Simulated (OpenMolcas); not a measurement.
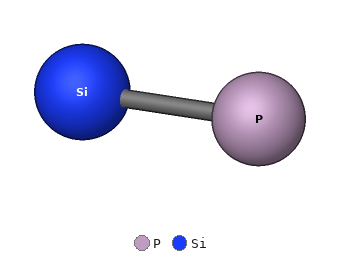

The molecule at the reference distance of 2.095 Å.

PSi: relativistic diatomic calculation (part 1 of 2)

System: PSi.
Method: SA-CASSCF(9,8)/XMS-CASPT2 + RASSI spin-orbit (X2C scalar, AMFI), ANO-RCC-VTZP (OpenMolcas).

### Input
```
&GATEWAY
Coord
2
angstrom
P 0.0 0.0 0.0
Si 0.0 0.0 2.0950
Basis=ANO-RCC-VTZP
Group=XY
RX2C
AMFI
ANGMom
0.0 0.0 0.0
RICD
&SEWARD
&GUESSORB
&RASSCF
FileOrb=$CurrDir/o22.orb
Symmetry=2
Spin=2
nActEl=9 0 0
Inactive=6 4
RAS2=4 4
CIRoot=8 8 1
Linear
Iterations=120 100
OrbListing=Nothing
PRWF=0.15
>>COPY $Project.RasOrb $CurrDir/o22.orb
>>COPY $Project.rasscf.h5 $CurrDir/r22.h5
&CASPT2
XMultistate=all
Imaginary=0.2
IPEA=0.25
MaxIter=40
>>COPY $Project.JobMix JOB001
&RASSCF
FileOrb=$CurrDir/o21.orb
Symmetry=1
Spin=2
nActEl=9 0 0
Inactive=6 4
RAS2=4 4
CIRoot=7 7 1
Linear
Iterations=120 100
OrbListing=Nothing
PRWF=0.15
>>COPY $Project.RasOrb $CurrDir/o21.orb
>>COPY $Project.rasscf.h5 $CurrDir/r21.h5
&CASPT2
XMultistate=all
Imaginary=0.2
IPEA=0.25
MaxIter=40
>>COPY $Project.JobMix JOB002
&RASSCF
FileOrb=$CurrDir/o41.orb
Symmetry=1
Spin=4
nActEl=9 0 0
Inactive=6 4
RAS2=4 4
CIRoot=4 4 1
Linear
Iterations=120 100
OrbListing=Nothing
PRWF=0.15
>>COPY $Project.RasOrb $CurrDir/o41.orb
>>COPY $Project.rasscf.h5 $CurrDir/r41.h5
&CASPT2
XMultistate=all
Imaginary=0.2
IPEA=0.25
MaxIter=40
>>COPY $Project.JobMix JOB003
&RASSCF
FileOrb=$CurrDir/o42.orb
Symmetry=2
Spin=4
nActEl=9 0 0
Inactive=6 4
RAS2=4 4
CIRoot=2 2 1
Linear
Iterations=120 100
OrbListing=Nothing
PRWF=0.15
>>COPY $Project.RasOrb $CurrDir/o42.orb
>>COPY $Project.rasscf.h5 $CurrDir/r42.h5
&CASPT2
XMultistate=all
Imaginary=0.2
IPEA=0.25
MaxIter=40
>>COPY $Project.JobMix JOB004
&RASSCF
FileOrb=$CurrDir/o61.orb
Symmetry=1
Spin=6
nActEl=9 0 0
Inactive=6 4
RAS2=4 4
CIRoot=1 1 1
Linear
Iterations=120 100
OrbListing=Nothing
PRWF=0.15
>>COPY $Project.RasOrb $CurrDir/o61.orb
>>COPY $Project.rasscf.h5 $CurrDir/r61.h5
&CASPT2
XMultistate=all
Imaginary=0.2
IPEA=0.25
MaxIter=40
>>COPY $Project.JobMix JOB005
&RASSI
Nr of JobIphs=5 8 7 4 2 1
1 2 3 4 5 6 7 8
1 2 3 4 5 6 7
1 2 3 4
1 2
1
SpinOrbit
EJob
Omega
MEES
MESO
Properties=4
'AngMom' 3 'Mltpl  1' 1 'Mltpl  1' 2 'Mltpl  1' 3
Thrs=1.0d-4
>>COPY $Project.rassi.h5 $CurrDir/so.h5
```

The first orbital files come from an earlier step.

Hardware: 1 thread of Intel Xeon (Granite Rapids), 10 GiB of memory available, shared host.

Command:
```bash
pymolcas m.inp (one call a module block, same work directory)
```

### Log (extracts)
```
++    Wave function specifications:
      Number of closed shell electrons          20
      Number of electrons in active shells       9
      Number of inactive orbitals               10
      Number of active orbitals                  8
      Number of secondary orbitals              50
      Spin quantum number                      0.5
      State symmetry                             2
++    Orbital specifications:
      Symmetry species                           1   2
                                                 a   b
      Frozen orbitals                            0   0
      Inactive orbitals                          6   4
      Active orbitals                            4   4
      RAS2 orbitals                              4   4
      Secondary orbitals                        26  24
      Number of basis functions                 36  32
      printout of CI-coefficients larger than  0.15 for root  1
      energy=    -631.102537
      conf/sym  1111 2222     Coeff  Weight
           195  0222 020u  -0.15264 0.02330
           197  0222 0udu   0.15191 0.02308
           198  0222 002u   0.93720 0.87834
      printout of CI-coefficients larger than  0.15 for root  2
      energy=    -631.102537
      conf/sym  1111 2222     Coeff  Weight
           187  0222 20u0   0.15264 0.02330
           204  0222 00u2   0.93719 0.87833
      printout of CI-coefficients larger than  0.15 for root  3
      energy=    -630.994194
      conf/sym  1111 2222     Coeff  Weight
           196  0222 u0du  -0.78611 0.61797
           203  0222 0u02   0.53219 0.28323
      printout of CI-coefficients larger than  0.15 for root  4
      energy=    -630.994194
      conf/sym  1111 2222     Coeff  Weight
           191  0222 u020   0.53219 0.28323
           197  0222 0udu   0.32998 0.10888
           201  0222 0uud  -0.71722 0.51440
      printout of CI-coefficients larger than  0.15 for root  5
      energy=    -630.967324
      conf/sym  1111 2222     Coeff  Weight
           192  0222 0u20   0.48594 0.23614
           196  0222 u0du  -0.34361 0.11807
           200  0222 u0ud  -0.59515 0.35420
           203  0222 0u02  -0.48593 0.23613
      printout of CI-coefficients larger than  0.15 for root  6
      energy=    -630.967324
      conf/sym  1111 2222     Coeff  Weight
           191  0222 u020  -0.48594 0.23614
           197  0222 0udu  -0.34361 0.11807
           201  0222 0uud  -0.59515 0.35420
           202  0222 u002   0.48594 0.23613
      printout of CI-coefficients larger than  0.15 for root  7
      energy=    -630.955393
      conf/sym  1111 2222     Coeff  Weight
           191  0222 u020  -0.20109 0.04044
           201  0222 0uud  -0.18063 0.03263
           202  0222 u002  -0.49191 0.24198
           686  0202 uud2  -0.17728 0.03143
           687  0202 u022  -0.73005 0.53297
      printout of CI-coefficients larger than  0.15 for root  8
      energy=    -630.955392
      conf/sym  1111 2222     Coeff  Weight
           192  0222 0u20  -0.49212 0.24218
           200  0222 u0ud  -0.17564 0.03085
           203  0222 0u02  -0.20118 0.04047
           680  0202 uu2d  -0.17726 0.03142
           688  0202 0u22  -0.72989 0.53273
      Natural orbitals and occupation numbers for root  1
      sym 1:   0.030850   1.989627   1.951824   1.975210
      sym 2:   0.056446   0.108288   1.904488   0.983268
      Natural orbitals and occupation numbers for root  2
      sym 1:   0.030850   1.989627   1.951824   1.975210
      sym 2:   0.108288   0.056446   0.983268   1.904488
      Natural orbitals and occupation numbers for root  3
      sym 1:   0.026970   1.988517   1.952050   1.974996
      sym 2:   0.672601   0.354457   0.716433   1.313975
      Natural orbitals and occupation numbers for root  4
      sym 1:   0.026970   1.988517   1.952050   1.974996
      sym 2:   0.354451   0.672606   1.313969   0.716440
      Natural orbitals and occupation numbers for root  5
      sym 1:   0.022109   1.995286   1.956750   1.980844
      sym 2:   0.522947   0.522942   0.999566   0.999555
      Natural orbitals and occupation numbers for root  6
      sym 1:   0.022109   1.995286   1.956750   1.980844
      sym 2:   0.522948   0.522941   0.999563   0.999558
      Natural orbitals and occupation numbers for root  7
      sym 1:   0.016161   1.989387   0.761511   1.899641
      sym 2:   0.978361   0.150756   1.358745   1.845438
      Natural orbitals and occupation numbers for root  8
      sym 1:   0.016163   1.989386   0.762041   1.899677
      sym 2:   0.150769   0.978317   1.845329   1.358319
      RASSCF energy for state  8                   -630.95539227
::    RASSCF root number  1 Total energy:   -631.10253715
::    RASSCF root number  2 Total energy:   -631.10253692
::    RASSCF root number  3 Total energy:   -630.99419389
::    RASSCF root number  4 Total energy:   -630.99419386
::    RASSCF root number  5 Total energy:   -630.96732376
::    RASSCF root number  6 Total energy:   -630.96732376
::    RASSCF root number  7 Total energy:   -630.95539260
::    RASSCF root number  8 Total energy:   -630.95539227
      Von Neumann Entropy (Root   1) =  1.09628
++    Wave function specifications:
      Number of closed shell electrons           6
      Number of electrons in active shells       9
      Number of inactive orbitals                3
      Number of active orbitals                  8
      Number of secondary orbitals              50
      Spin quantum number                      0.5
      State symmetry                             2
      Number of CSFs                          1176
      Number of CASSCF root(s) available         8
      CASPT2 state passed to geometry opt.       8
      A file JOBMIX will be created
      This is a MULTI-STATE CASSCF reference
      Number of CI roots used                    8
      These are:                                 1   2   3   4   5   6   7   8
      Off-diagonal elements of Heff are computed
  FINAL CASPT2 RESULT:
      Reference energy:        -631.1025371547
      E2 (Non-variational):      -0.1861268948
      Shift correction:          -0.0030180849
      E2 (Variational):          -0.1891449797
      Total energy:            -631.2916821344
      Reference weight:           0.90659
  FINAL CASPT2 RESULT:
      Reference energy:        -631.1025369171
      E2 (Non-variational):      -0.1861272478
      Shift correction:          -0.0030181114
      E2 (Variational):          -0.1891453592
      Total energy:            -631.2916822763
      Reference weight:           0.90659
  FINAL CASPT2 RESULT:
      Reference energy:        -630.9941938877
      E2 (Non-variational):      -0.1813726909
      Shift correction:          -0.0029077688
      E2 (Variational):          -0.1842804597
      Total energy:            -631.1784743474
      Reference weight:           0.91027
  FINAL CASPT2 RESULT:
      Reference energy:        -630.9941938629
      E2 (Non-variational):      -0.1813732224
      Shift correction:          -0.0029078511
      E2 (Variational):          -0.1842810734
      Total energy:            -631.1784749363
      Reference weight:           0.91027
  FINAL CASPT2 RESULT:
      Reference energy:        -630.9673237632
      E2 (Non-variational):      -0.1860843488
      Shift correction:          -0.0027806355
      E2 (Variational):          -0.1888649843
      Total energy:            -631.1561887475
      Reference weight:           0.90985
  FINAL CASPT2 RESULT:
      Reference energy:        -630.9673237632
      E2 (Non-variational):      -0.1860844078
      Shift correction:          -0.0027806398
      E2 (Variational):          -0.1888650476
      Total energy:            -631.1561888109
      Reference weight:           0.90985
  FINAL CASPT2 RESULT:
      Reference energy:        -630.9553926008
      E2 (Non-variational):      -0.1910292331
      Shift correction:          -0.0038206071
      E2 (Variational):          -0.1948498402
      Total energy:            -631.1502424410
      Reference weight:           0.89860
  FINAL CASPT2 RESULT:
      Reference energy:        -630.9553922680
      E2 (Non-variational):      -0.1910226146
      Shift correction:          -0.0038197986
      E2 (Variational):          -0.1948424132
      Total energy:            -631.1502346813
      Reference weight:           0.89861
       Total XMS-CASPT2 energies:
::    XMS-CASPT2 Root  1     Total energy:   -631.29082040
::    XMS-CASPT2 Root  2     Total energy:   -631.29082033
::    XMS-CASPT2 Root  3     Total energy:   -631.17944844
::    XMS-CASPT2 Root  4     Total energy:   -631.17944805
::    XMS-CASPT2 Root  5     Total energy:   -631.15743162
::    XMS-CASPT2 Root  6     Total energy:   -631.15742959
::    XMS-CASPT2 Root  7     Total energy:   -631.14888793
::    XMS-CASPT2 Root  8     Total energy:   -631.14888201
++    Wave function specifications:
      Number of closed shell electrons          20
      Number of electrons in active shells       9
      Number of inactive orbitals               10
      Number of active orbitals                  8
      Number of secondary orbitals              50
      Spin quantum number                      0.5
      State symmetry                             1
      printout of CI-coefficients larger than  0.15 for root  1
      energy=    -631.102307
      conf/sym  1111 2222     Coeff  Weight
           754  0u22 u02d   0.16576 0.02748
           763  0u22 0ud2  -0.16576 0.02748
           764  0u22 0022  -0.89717 0.80491
      printout of CI-coefficients larger than  0.15 for root  2
      energy=    -631.013766
      conf/sym  1111 2222     Coeff  Weight
           659  02u2 0022   0.44880 0.20142
           745  0u22 d02u  -0.41563 0.17274
           754  0u22 u02d   0.37214 0.13849
           761  0u22 0du2   0.41563 0.17274
           763  0u22 0ud2  -0.37214 0.13849
      printout of CI-coefficients larger than  0.15 for root  3
      energy=    -630.971344
      conf/sym  1111 2222     Coeff  Weight
           746  0u22 0d2u  -0.24257 0.05884
           755  0u22 0u2d  -0.63861 0.40783
           760  0u22 d0u2  -0.24257 0.05884
           762  0u22 u0d2  -0.63861 0.40783
      printout of CI-coefficients larger than  0.15 for root  4
      energy=    -630.969231
      conf/sym  1111 2222     Coeff  Weight
           754  0u22 u02d  -0.66934 0.44801
           763  0u22 0ud2  -0.66934 0.44801
      printout of CI-coefficients larger than  0.15 for root  5
      energy=    -630.969231
      conf/sym  1111 2222     Coeff  Weight
           755  0u22 0u2d   0.66934 0.44801
           762  0u22 u0d2  -0.66934 0.44801
      printout of CI-coefficients larger than  0.15 for root  6
      energy=    -630.961630
      conf/sym  1111 2222     Coeff  Weight
           745  0u22 d02u  -0.66813 0.44640
           761  0u22 0du2  -0.66813 0.44640
      printout of CI-coefficients larger than  0.15 for root  7
      energy=    -630.961630
      conf/sym  1111 2222     Coeff  Weight
           746  0u22 0d2u   0.66813 0.44640
           760  0u22 d0u2  -0.66813 0.44640
      Natural orbitals and occupation numbers for root  1
      sym 1:   0.031959   1.025966   1.932515   1.991550
      sym 2:   0.120104   0.120104   1.888901   1.888901
      Natural orbitals and occupation numbers for root  2
      sym 1:   0.045054   1.254229   1.702208   1.986669
      sym 2:   0.449420   0.449421   1.556499   1.556499
      Natural orbitals and occupation numbers for root  3
      sym 1:   0.032081   1.013538   1.944577   1.992557
      sym 2:   0.525142   0.525143   1.483482   1.483481
      Natural orbitals and occupation numbers for root  4
      sym 1:   0.034934   1.006162   1.945808   1.989075
      sym 2:   0.528534   0.528534   1.483476   1.483476
      Natural orbitals and occupation numbers for root  5
      sym 1:   0.034934   1.006162   1.945808   1.989075
      sym 2:   0.528535   0.528534   1.483476   1.483477
      Natural orbitals and occupation numbers for root  6
      sym 1:   0.033431   1.017261   1.932797   1.992079
      sym 2:   0.534912   0.534913   1.477303   1.477304
      Natural orbitals and occupation numbers for root  7
      sym 1:   0.033431   1.017260   1.932798   1.992079
      sym 2:   0.534910   0.534914   1.477306   1.477302
      RASSCF energy for state  7                   -630.96163024
::    RASSCF root number  1 Total energy:   -631.10230697
::    RASSCF root number  2 Total energy:   -631.01376614
::    RASSCF root number  3 Total energy:   -630.97134352
::    RASSCF root number  4 Total energy:   -630.96923068
::    RASSCF root number  5 Total energy:   -630.96923068
::    RASSCF root number  6 Total energy:   -630.96163024
::    RASSCF root number  7 Total energy:   -630.96163024
      Von Neumann Entropy (Root   1) =  1.28638
++    Wave function specifications:
      Number of closed shell electrons           6
      Number of electrons in active shells       9
      Number of inactive orbitals                3
      Number of active orbitals                  8
      Number of secondary orbitals              50
      Spin quantum number                      0.5
      State symmetry                             1
      Number of CSFs                          1176
      Number of CASSCF root(s) available         7
      CASPT2 state passed to geometry opt.       7
      A file JOBMIX will be created
      This is a MULTI-STATE CASSCF reference
      Number of CI roots used                    7
      These are:                                 1   2   3   4   5   6   7
      Off-diagonal elements of Heff are computed
  FINAL CASPT2 RESULT:
      Reference energy:        -631.1023069741
      E2 (Non-variational):      -0.1841566756
      Shift correction:          -0.0030093094
      E2 (Variational):          -0.1871659850
      Total energy:            -631.2894729591
      Reference weight:           0.90689
  FINAL CASPT2 RESULT:
      Reference energy:        -631.0137661390
      E2 (Non-variational):      -0.1714303502
      Shift correction:          -0.0028136525
      E2 (Variational):          -0.1742440027
      Total energy:            -631.1880101417
      Reference weight:           0.91473
  FINAL CASPT2 RESULT:
      Reference energy:        -630.9713435153
      E2 (Non-variational):      -0.1888993361
      Shift correction:          -0.0032920968
      E2 (Variational):          -0.1921914330
      Total energy:            -631.1635349483
      Reference weight:           0.90423
  FINAL CASPT2 RESULT:
      Reference energy:        -630.9692306827
      E2 (Non-variational):      -0.1852522754
      Shift correction:          -0.0031704983
      E2 (Variational):          -0.1884227736
      Total energy:            -631.1576534563
      Reference weight:           0.90713
  FINAL CASPT2 RESULT:
      Reference energy:        -630.9692306827
      E2 (Non-variational):      -0.1854897706
      Shift correction:          -0.0031909420
      E2 (Variational):          -0.1886807126
      Total energy:            -631.1579113953
      Reference weight:           0.90682
  FINAL CASPT2 RESULT:
      Reference energy:        -630.9616302436
      E2 (Non-variational):      -0.1851064704
      Shift correction:          -0.0030594448
      E2 (Variational):          -0.1881659152
      Total energy:            -631.1497961587
      Reference weight:           0.90834
  FINAL CASPT2 RESULT:
      Reference energy:        -630.9616302435
      E2 (Non-variational):      -0.1853417693
      Shift correction:          -0.0030774095
      E2 (Variational):          -0.1884191787
      Total energy:            -631.1500494222
      Reference weight:           0.90804
       Total XMS-CASPT2 energies:
::    XMS-CASPT2 Root  1     Total energy:   -631.28860817
::    XMS-CASPT2 Root  2     Total energy:   -631.18887493
::    XMS-CASPT2 Root  3     Total energy:   -631.16353495
::    XMS-CASPT2 Root  4     Total energy:   -631.15783622
::    XMS-CASPT2 SPIN-FREE ENERGIES:
  (Shifted by EMIN (a.u.) =       -631.2908204032)
 SF State       Relative EMIN(au)   Rel lowest level(eV)    D:o, cm**(-1)      Abs_M
     1             0.0000000000        0.0000000000              0.0000         1.0
     2             0.0000000771        0.0000020975              0.0169         1.0
     9             0.0022122361        0.0601980109            485.5297         0.0
    16             0.0774009153        2.1061862032          16987.5374         0.0
    20             0.0917529216        2.4967241900          20137.4387         1.0
    21             0.0917529216        2.4967241900          20137.4387         1.0
    17             0.0983175428        2.6753566307          21578.2065         2.0
    18             0.0985258366        2.6810245942          21623.9217         2.0
    10             0.1019454694        2.7740775446          22374.4443         0.0
     3             0.1113719596        3.0305854094          24443.3198         1.0
     4             0.1113723548        3.0305961627          24443.4065         1.0
    19             0.1148030311        3.1239496202          25196.3529         0.0
    11             0.1272854549        3.4636136764          27935.9283         0.0
    12             0.1329841803        3.6186838949          29186.6539         2.0
    13             0.1331540050        3.6233050614          29223.9262         2.0
     5             0.1333887798        3.6296936075          29275.4533         2.8
     6             0.1333908089        3.6297488224          29275.8986         2.8
    14             0.1406951604        3.8285103515          30879.0185         2.0
    15             0.1410378344        3.8378349873          30954.2267         2.0
     7             0.1419324736        3.8621793609          31150.5773         1.5
     8             0.1419383967        3.8623405344          31151.8773         1.5
    22             0.1572148364        4.2780336374          34504.6683         0.0
```

(Continued in part 2.) Outcome of the run: converged; components of a degenerate state are split by 75 cm⁻¹.
